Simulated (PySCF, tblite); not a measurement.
# C7H8OSi2: geometry, infrared bands and NMR shifts

What infrared bands and NMR shifts should C7H8OSi2 (`C#C[Si@@H]1C=C(C#CC)[SiH2]O1`) show?

Computed with tblite 0.8.0 and PySCF 2.14.0, with density-fitted response routines of our own, on a single molecule in the gas phase. Atoms count from 0, in the outputs and in this text.

**1. The starting structure**

18 atoms, charge 0, multiplicity 1; geometry from: force field or distance geometry start.

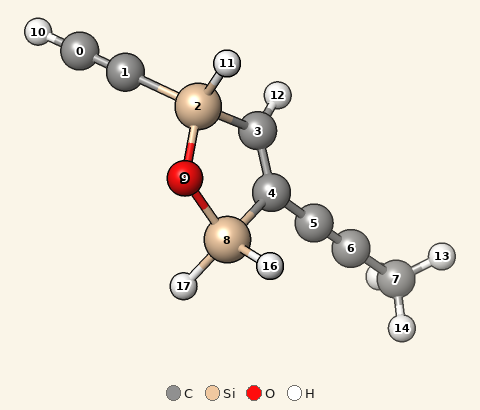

As it starts; carbon grey, silicon light orange, oxygen red, hydrogen white, atoms numbered.

**2. Geometry optimisation with GFN2-xTB**

What the job is given:

```
{"job": {"kind": "relax", "xc": "GFN2-xTB", "basis": "xTB"}, "charge": 0, "multiplicity": 1}
C     -4.522900     1.036300    -0.939900
C     -3.706400     0.495500    -0.275600
Si    -2.396600    -0.367500     0.777100
C     -0.738200     0.533900     0.660700
C      0.250700    -0.238500     0.166400
C      1.582300     0.184100    -0.029400
C      2.720800     0.555300    -0.184800
C      4.104500     1.009000    -0.363600
Si    -0.264800    -1.992600    -0.320200
O     -1.925200    -1.879600     0.134800
H     -5.270800     1.521500    -1.540700
H     -2.812700    -0.531900     2.191600
H     -0.661500     1.551800     1.012400
H      4.517000     1.386000     0.567000
H      4.731100     0.191000    -0.708000
H      4.145100     1.805600    -1.100200
H      0.404500    -3.018000     0.508900
H     -0.165900    -2.235600    -1.781500
```

The run is started by

```bash
> OMP_NUM_THREADS=1 python probes_run.py task.json out
```

One launch serves the whole session: the jobs run in the order shown.

The program printed:

```text
step      E/eV     max force
  0    -721.33281    2.886
  1    -721.26426    6.702
  2    -721.48487    1.083
  3    -721.51450    0.600
  4    -721.53366    0.898
  5    -721.54719    1.096
  6    -721.56470    0.247
  7    -721.57427    0.262
  8    -721.58286    0.361
  9    -721.59157    0.326
 10    -721.59821    0.232
 11    -721.60170    0.106
 12    -721.60335    0.089
 13    -721.60444    0.078
 14    -721.60546    0.094
 15    -721.60641    0.086
 16    -721.60720    0.067
 17    -721.60782    0.057
 18    -721.60834    0.063
 19    -721.60880    0.056
 20    -721.60919    0.048
 21    -721.60950    0.037
 22    -721.60971    0.033
 23    -721.60985    0.028
 24    -721.60998    0.029
 25    -721.61012    0.031
 26    -721.61027    0.029
 27    -721.61041    0.028
 28    -721.61050    0.020
 29    -721.61057    0.018
 30    -721.61066    0.025
 31    -721.61077    0.034
 32    -721.61094    0.038
 33    -721.61113    0.032
 34    -721.61128    0.029
 35    -721.61138    0.019
 36    -721.61146    0.023
 37    -721.61156    0.025
 38    -721.61167    0.031
 39    -721.61176    0.025
 40    -721.61182    0.020
 41    -721.61186    0.021
 42    -721.61191    0.021
 43    -721.61199    0.025
 44    -721.61207    0.026
 45    -721.61213    0.017
 46    -721.61218    0.015
 47    -721.61222    0.018
 48    -721.61226    0.020
 49    -721.61230    0.014
 50    -721.61232    0.015
 51    -721.61235    0.016
 52    -721.61239    0.026
 53    -721.61247    0.038
 54    -721.61256    0.037
 55    -721.61263    0.021
 56    -721.61266    0.013
 57    -721.61269    0.012
 58    -721.61272    0.020
 59    -721.61275    0.019
 60    -721.61277    0.010
```

Wall time 0.51 s (1 thread of Arm Neoverse V2, shared host); peak memory 0.18 GiB.

Along the way: (not every step is listed) (the energy doesn't fall at every step)

| step | energy from step 0 (eV) | largest force (eV/Å) |
| --- | --- | --- |
| 0 | 0.0000 | 2.8858 |
| 1 | 0.0685 | 6.7022 |
| 2 | -0.1521 | 1.0826 |
| 3 | -0.1817 | 0.6001 |
| 4 | -0.2009 | 0.8975 |
| 5 | -0.2144 | 1.0959 |
| 6 | -0.2319 | 0.2471 |
| 7 | -0.2415 | 0.2620 |
| 8 | -0.2500 | 0.3611 |
| 12 | -0.2705 | 0.0891 |
| 16 | -0.2744 | 0.0673 |
| 20 | -0.2764 | 0.0484 |
| 24 | -0.2772 | 0.0286 |
| 28 | -0.2777 | 0.0201 |
| 32 | -0.2781 | 0.0376 |
| 36 | -0.2786 | 0.0228 |
| 40 | -0.2790 | 0.0201 |
| 44 | -0.2793 | 0.0258 |
| 48 | -0.2794 | 0.0199 |
| 52 | -0.2796 | 0.0259 |
| 55 | -0.2798 | 0.0206 |
| 56 | -0.2799 | 0.0130 |
| 57 | -0.2799 | 0.0122 |
| 58 | -0.2799 | 0.0198 |
| 59 | -0.2799 | 0.0192 |
| 60 | -0.2800 | 0.0096 |

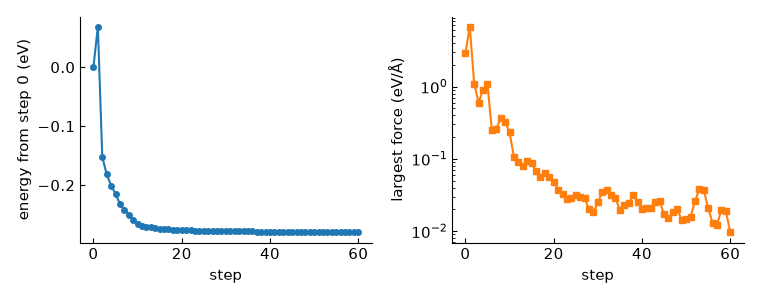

Energy and force, step by step.

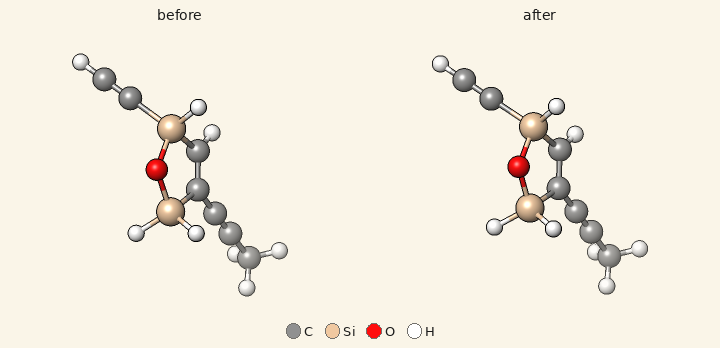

Before and after, at one scale.

Distances of close pairs at the start and the end, largest changes first:

| bond | before (Å) | after (Å) | change (Å) |
| --- | --- | --- | --- |
| Si8–O9 | 1.725 | 1.634 | -0.091 |
| Si2–O9 | 1.709 | 1.652 | -0.057 |
| C1–Si2 | 1.889 | 1.851 | -0.039 |
| Si8–H17 | 1.485 | 1.458 | -0.027 |
| Si2–H11 | 1.484 | 1.460 | -0.023 |
| C0–H10 | 1.075 | 1.052 | -0.023 |
| C6–C7 | 1.467 | 1.446 | -0.021 |
| Si8–H16 | 1.479 | 1.459 | -0.020 |

The final coordinates are the input of the step that follows.

**3. Infrared spectrum with GFN2-xTB**

What the job is given:

```
{"job": {"kind": "ir", "xc": "GFN2-xTB", "basis": "xTB"}, "charge": 0, "multiplicity": 1}
C     -4.485242     0.953550    -0.965013
C     -3.645757     0.441850    -0.273784
Si    -2.360232    -0.324937     0.814261
C     -0.697509     0.546288     0.702986
C      0.274518    -0.217751     0.166659
C      1.595926     0.218815    -0.010767
C      2.735958     0.574448    -0.173530
C      4.100041     1.012169    -0.367520
Si    -0.335012    -1.951082    -0.328513
O     -1.885183    -1.761768     0.152507
H     -5.219676     1.395428    -1.575761
H     -2.865167    -0.627500     2.150584
H     -0.500054     1.558822     1.028902
H      4.508725     1.390706     0.570013
H      4.719278     0.184741    -0.714911
H      4.130493     1.811590    -1.108744
H      0.251591    -3.017464     0.475582
H     -0.331456    -2.181587    -1.767938
```

The program printed:

```text
mode    cm-1     km/mol
  1      13.9      0.05
  2      43.6      0.14
  3      66.0      0.53
  4      79.9      0.34
  5     104.7      0.26
  6     162.3      8.17
  7     213.2      1.99
  8     246.9      2.99
  9     270.5      6.86
 10     284.8      9.00
 11     306.3      7.40
 12     323.1      2.17
 13     386.9     32.42
 14     393.3      3.39
 15     406.1     20.10
 16     541.3      9.84
 17     560.9     22.78
 18     574.9     99.86
 19     594.0     30.60
 20     615.0     50.90
 21     636.5     32.67
 22     675.9     11.67
 23     680.5     38.01
 24     697.9    331.34
 25     758.1    431.72
 26     795.6     57.50
 27     808.2     76.39
 28     811.7    223.79
 29     899.7    152.45
 30     921.3    192.66
 31    1017.4      9.71
 32    1029.1      4.73
 33    1195.7     25.88
 34    1265.2     39.93
 35    1389.4      2.28
 36    1455.6      5.57
 37    1457.0      4.47
 38    1555.8     45.12
 39    2212.8     46.48
 40    2269.9    284.15
 41    2289.1    570.69
 42    2306.8    198.74
 43    2347.7     72.02
 44    2991.3     24.30
 45    2993.0     24.08
 46    3002.2     46.63
 47    3044.4     52.42
 48    3352.8      1.64
```

Wall time 0.82 s (1 thread of Arm Neoverse V2, shared host); peak memory 0.18 GiB.

Which atoms move in the most intense modes:

| cm⁻¹ | km/mol | atoms |
| --- | --- | --- |
| 698 | 331.3 | H11 21 %, Si2 18 % |
| 758 | 431.7 | H16 30 %, H17 30 %, Si2 13 % |
| 812 | 223.8 | C3 39 %, Si2 26 %, H12 20 % |
| 900 | 152.4 | O9 30 %, C4 24 %, C7 15 % |
| 921 | 192.7 | O9 41 %, C4 17 %, C7 12 % |
| 2270 | 284.1 | H11 94 % |
| 2289 | 570.7 | H16 68 %, H17 25 % |
| 2307 | 198.7 | H17 71 %, H16 27 % |

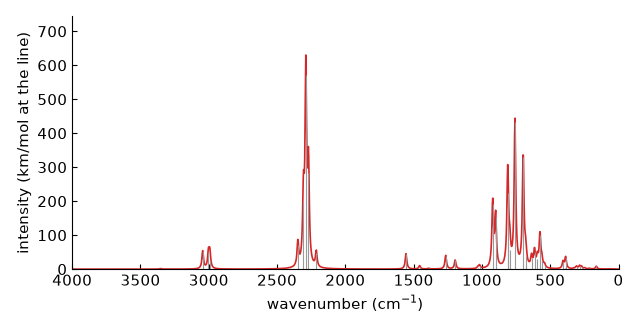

The infrared spectrum from these modes, unscaled. Lines are broadened to a width of 14 cm⁻¹ (Lorentzian).

**4. Shielding tensors: PBE0/pcSseg-1**

Same as in step 3 but for these lines:

```diff
@@ -1,2 +1,2 @@
-{"job": {"kind": "ir", "xc": "GFN2-xTB", "basis": "xTB"}, "charge": 0, "multiplicity": 1}
+{"job": {"kind": "nmr", "xc": "PBE0", "basis": "pcSseg-1"}, "charge": 0, "multiplicity": 1}
 C     -4.485242     0.953550    -0.965013
```

Method: GIAO PBE0/pcSseg-1 NMR shielding, non-relativistic, gas phase.

The program printed:

```text
coarse grid: 16896 points
cycle   1  E = -924.7755826041  dE =  1.539e+00  |g| = 8.712e-01  |ddm| = 4.557e+00
cycle   2  E = -924.5913350050  dE =  1.842e-01  |g| = 1.316e+00  |ddm| = 2.337e+00
cycle   3  E = -924.9203783741  dE = -3.290e-01  |g| = 1.851e-01  |ddm| = 1.683e+00
cycle   4  E = -924.9274409172  dE = -7.063e-03  |g| = 5.627e-02  |ddm| = 2.501e-01
cycle   5  E = -924.9277515351  dE = -3.106e-04  |g| = 4.656e-02  |ddm| = 7.531e-02
cycle   6  E = -924.9282983997  dE = -5.469e-04  |g| = 4.006e-03  |ddm| = 3.414e-02
cycle   7  E = -924.9283020920  dE = -3.692e-06  |g| = 1.214e-03  |ddm| = 6.070e-03
final grid: 156496 points
cycle   8  E = -925.0001799673  dE = -2.314e-05  |g| = 9.709e-03  |ddm| = 7.354e-02
cycle   9  E = -925.0001542738  dE =  2.569e-05  |g| = 1.487e-02  |ddm| = 2.629e-02
cycle  10  E = -925.0001994998  dE = -4.523e-05  |g| = 2.209e-03  |ddm| = 1.673e-02
cycle  11  E = -925.0002006162  dE = -1.116e-06  |g| = 5.994e-04  |ddm| = 2.348e-03
cycle  12  E = -925.0002006943  dE = -7.810e-08  |g| = 1.780e-04  |ddm| = 6.226e-04
cycle  13  E = -925.0002007014  dE = -7.105e-09  |g| = 4.189e-05  |ddm| = 1.866e-04
cycle  14  E = -925.0002007017  dE = -2.992e-10  |g| = 2.135e-05  |ddm| = 5.012e-05
converged SCF energy = -925.0002007017

GIAO shielding tensors (ppm)
atom      isotropic    diamagn.    paramagn.     s11        s22        s33       span
  0 C       84.397     260.863    -176.465      2.403      5.273    245.516    243.113
  1 C       97.810     258.649    -160.839     -0.348      3.887    289.892    290.241
  2 Si     373.150     879.931    -506.781    312.763    372.361    434.327    121.563
  3 C       27.763     259.274    -231.511    -90.078     16.576    156.792    246.869
  4 C       31.958     274.039    -242.081    -80.290     14.267    161.897    242.187
  5 C      102.167     245.500    -143.332     10.042     11.961    284.499    274.457
  6 C       76.779     270.372    -193.593     22.947     25.461    181.928    158.982
  7 C      180.310     254.879     -74.569    173.382    174.268    193.280     19.897
  8 Si     364.899     881.602    -516.702    327.378    338.169    429.151    101.773
  9 O      297.896     398.348    -100.451    238.239    312.776    342.674    104.435
 10 H       29.717      32.990      -3.273     24.760     24.833     39.557     14.797
 11 H       26.274      26.909      -0.634     22.659     24.216     31.949      9.291
 12 H       24.403      34.466     -10.063     20.884     24.723     27.602      6.718
 13 H       29.404      28.594       0.809     24.477     27.652     36.083     11.606
 14 H       29.439      28.234       1.205     24.271     27.893     36.153     11.882
 15 H       29.391      29.627      -0.236     24.485     27.689     35.999     11.514
 16 H       26.551      29.254      -2.703     22.843     24.947     31.864      9.022
 17 H       26.489      29.962      -3.473     22.877     25.017     31.575      8.698
```

Wall time 45 s (1 thread of Arm Neoverse V2, shared host); peak memory 1 GiB.

Shifts follow as δ = σ(reference) − σ, with reference shieldings (ppm) from runs at the same level and on the same kind of geometry: 1H TMS 31.72, 13C TMS 186.9, 29Si TMS 349.2, 17O H2O 336.1. The references are single molecules in the gas phase, so shifts against H2O, NH3, PH3, H3PO4 or CFCl3 are not on the usual liquid scales and can be off by tens of ppm. Atoms listed in one row are averaged.

| atoms | environment | σ (ppm) | δ (ppm) | δ scaled to CDCl3 |
| --- | --- | --- | --- | --- |
| C3 | alkene CH | 27.8 | 159.2 | 153.4 |
| C4 | fully substituted alkene carbon | 32.0 | 155.0 | 149.3 |
| C6 | alkyne carbon | 76.8 | 110.1 | 105.6 |
| C0 | terminal alkyne carbon | 84.4 | 102.5 | 98.2 |
| C1 | alkyne carbon | 97.8 | 89.1 | 85.1 |
| C5 | alkyne carbon | 102.2 | 84.8 | 80.8 |
| C7 | propargylic methyl carbon | 180.3 | 6.6 | 4.5 |
| H12 | hydrogen on an alkene CH | 24.40 | 7.31 | 7.00 |
| H11 | hydrogen on a silicon bonded to 2 C, O, in a 5-membered ring | 26.27 | 5.44 | – |
| H17 | hydrogen on a silicon bonded to C, O, in a 5-membered ring | 26.49 | 5.23 | – |
| H16 | hydrogen on a silicon bonded to C, O, in a 5-membered ring | 26.55 | 5.17 | – |
| H13, H14, H15 | hydrogen on a propargylic methyl carbon | 29.41 | 2.31 | 2.28 |
| H10 | hydrogen on a terminal alkyne carbon | 29.72 | 2.00 | 1.99 |
| Si8 | silicon bonded to C, O, 2 H, in a 5-membered ring | 364.9 | -15.7 | – |
| Si2 | silicon bonded to 2 C, O, H, in a 5-membered ring | 373.2 | -24.0 | – |
| O9 | oxygen bonded to 2 Si, in a 5-membered ring | 297.9 | 38.2 | – |

The scaled column applies a straight-line fit of computed shieldings to shifts measured in CDCl3 (root-mean-square error 0.16 ppm for H, 1.9 ppm for C).

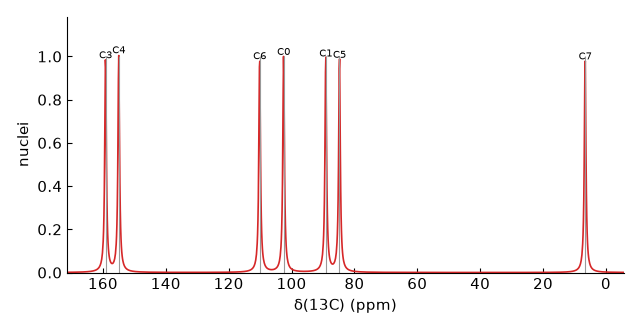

13C lines at the computed shifts, without couplings. Lines are broadened to a width of 0.61 ppm (Lorentzian).

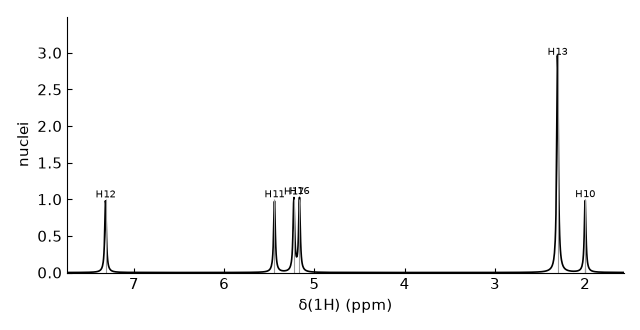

1H lines at the computed shifts, without couplings. Lines are broadened to a width of 0.02 ppm (Lorentzian).

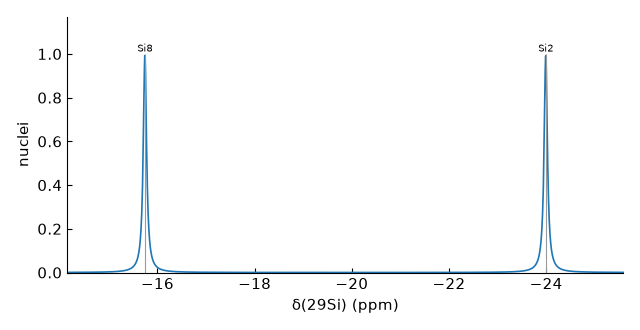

29Si lines at the computed shifts, without couplings. Lines are broadened to a width of 0.08 ppm (Lorentzian).

The run also stored atomic charges by several schemes (e):

| atoms | Mulliken | IAO | Hirshfeld | ESP fit |
| --- | --- | --- | --- | --- |
| C0 | -0.19 | -0.17 | -0.08 | -0.33 |
| C1 | -0.18 | -0.34 | -0.16 | -0.15 |
| Si2 | 1.05 | 1.14 | 0.43 | 0.61 |
| C3 | -0.34 | -0.43 | -0.13 | -0.44 |
| C4 | -0.61 | -0.26 | -0.08 | 0.19 |
| C5 | 0.25 | -0.07 | -0.07 | -0.48 |
| C6 | -0.30 | -0.03 | -0.04 | 0.28 |
| C7 | -0.20 | -0.43 | -0.10 | -0.58 |
| Si8 | 0.92 | 1.02 | 0.41 | 0.55 |
| O9 | -0.73 | -0.89 | -0.32 | -0.47 |

Hirshfeld charges:

C0 -0.08; C1 -0.16; Si2 0.43; C3 -0.13; C4 -0.08; C5 -0.07; C6 -0.04; C7 -0.10; Si8 0.41; O9 -0.32; H10 0.10; H11 -0.07; H12 0.05; H13 0.06; H14 0.06; H15 0.06; H16 -0.07; H17 -0.07

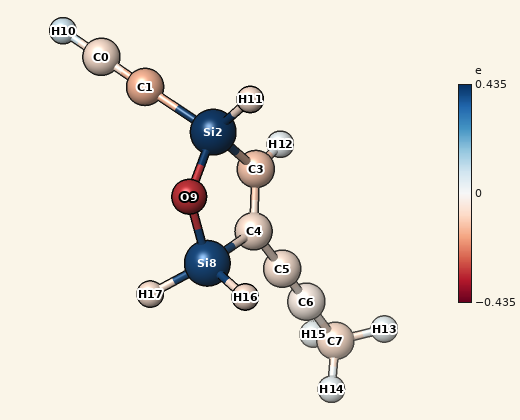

Hirshfeld charges, as colours on the atoms.

Mayer bond orders: C0–C1 2.54, C1–Si2 0.88, Si2–C3 0.89, C3–C4 1.83, C4–C5 1.12, C5–C6 2.26, C6–C7 1.25, C4–Si8 0.80, Si8–O9 0.95, O9–Si2 0.94.

Ring of atoms Si2, C3, C4, Si8, O9: NICS(0) -4.4, NICS(1) -3.2, NICS(1)zz -2.7 ppm (means of both faces).

**5. Outcome**

| quantity | value |
| --- | --- |
| strongest single infrared mode (GFN2-xTB) | 2289 cm⁻¹, 571 km/mol |
| zero-point energy (GFN2-xTB) | 73.0 kcal/mol |
| 13C shifts against TMS (PBE0/pcSseg-1) | 159.2, 155.0, 110.1, 102.5, 89.1, 84.8, 6.6 ppm |
| 1H shifts against TMS (PBE0/pcSseg-1, means over atoms taken as alike) | 7.31, 5.44, 5.23, 5.17, 2.31, 2.00 ppm |
| 29Si shifts against TMS (PBE0/pcSseg-1) | -15.7, -24.0 ppm |
| 17O shifts against H2O (PBE0/pcSseg-1) | 38.2 ppm |

**Reading.** The optimisation took 60 steps and gained 0.280 eV; among the close pairs (by a distance rule), Si8–O9 changed most, from 1.725 to 1.634 Å. All 48 modes are real, so the xTB geometry is a minimum. The strongest single mode, at 2289 cm⁻¹, moves mainly H16. GFN2-xTB is a fitted tight-binding method: band positions and strengths are rough. Its intensities can rank the bands wrongly. H12 (hydrogen on an alkene CH) lies farthest downfield among hydrogen, at 7.31 ppm; attached to an sp2 carbon and in the plane of the double bond. At PBE0/pcSseg-1: The largest span, 290 ppm, is at C1, where the paramagnetic term is -161 ppm.
